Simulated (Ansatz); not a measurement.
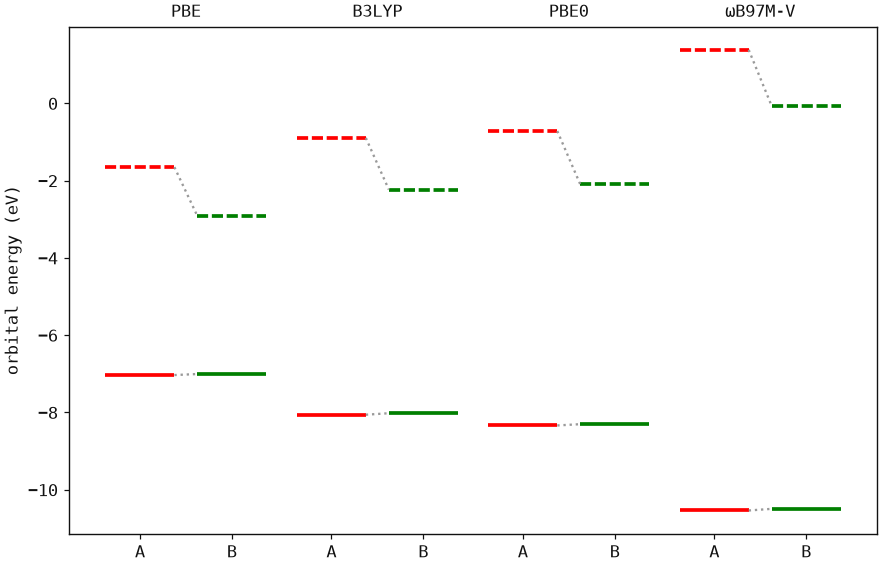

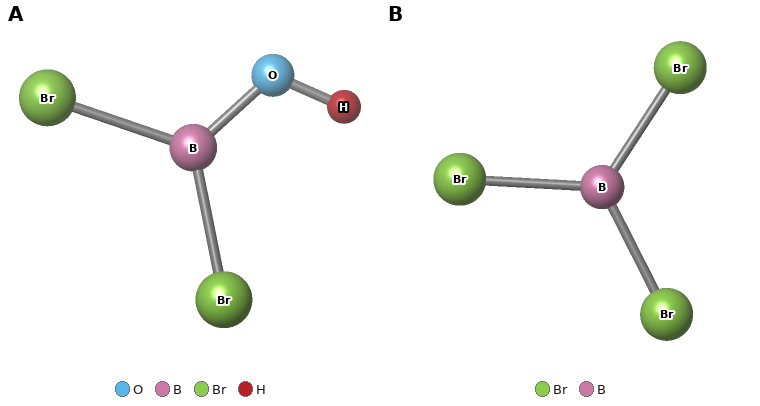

One change: A, BHOBr₂ (SMILES OB(Br)Br), becomes B, BBr₃ (SMILES BrB(Br)Br). OH on B is replaced by Br. HOMO (solid) and LUMO (dashed) computed in def2-TZVPP at PBE0-D4/def2-TZVP geometries, both minima by their frequencies, gas phase, the Ansatz code. Empty levels above zero depend strongly on the basis.

What does the change do to HOMO and LUMO?

PBE: the HOMO rises by 0.03 eV, the LUMO falls by 1.27 eV, and the separation goes from 5.38 to 4.09 eV. B3LYP: the HOMO rises by 0.04 eV, the LUMO falls by 1.34 eV, and the separation goes from 7.16 to 5.79 eV. PBE0: the HOMO rises by 0.03 eV, the LUMO falls by 1.38 eV, and the separation goes from 7.62 to 6.21 eV. ωB97M-V: the HOMO rises by 0.04 eV, the LUMO falls by 1.45 eV, and the separation goes from 11.92 to 10.43 eV.

Do the functionals agree on the effect?

They agree on the direction for both levels; the HOMO shift lies between 0.03 and 0.04 eV and the LUMO shift between −1.45 and −1.27 eV, while the separations themselves differ by up to 6.5 eV between functionals.
